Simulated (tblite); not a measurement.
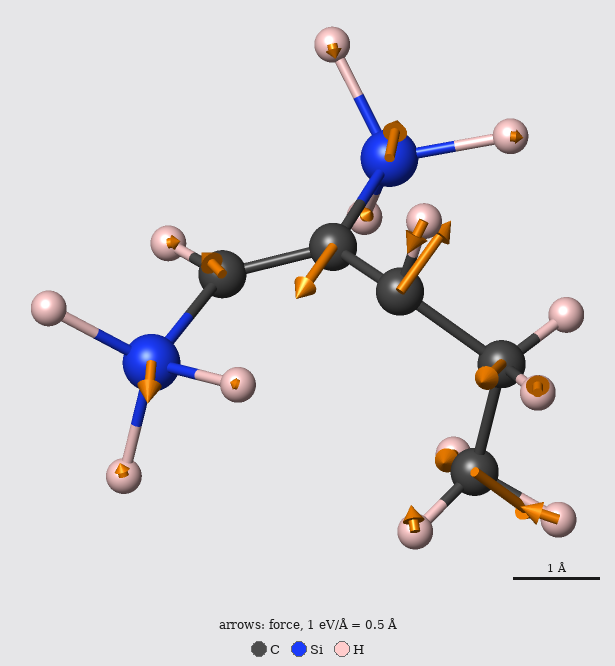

Starting geometry of C5H13Si2 (multiplicity 2) with the computed forces as orange arrows. Style: ball-and-stick. Shown at a tilt.

Theory: tblite, GFN2-xTB geometry optimisation, gas phase. 

> What follows when this structure is relaxed?

It isn't relaxed: the largest force vector, on a C atom, is 2.64 eV/Å. The final displacements have little in common with the starting forces (cosine between the two patterns 0.09). The largest move after the best rigid fit is that of an H atom, 2.26 Å. By element the largest moves are H 2.26 Å, C 0.73 Å, Si 0.62 Å. Near-neighbour distances that change, for instance: C–C 1.459 → 1.374 Å, C–C 1.335 → 1.394 Å, C–Si 1.844 → 1.899 Å, C–H 1.137 → 1.088 Å. Among the angles between lasting bonds that change: C–C–C 117.0° → 126.3°, C–C–H 110.4° → 118.5°, C–C–H 116.9° → 110.5°. Groups turn about C–Si by about 65°, C–Si by about 50°. Over 167 geometry steps the energy falls by 27.2 kcal/mol.
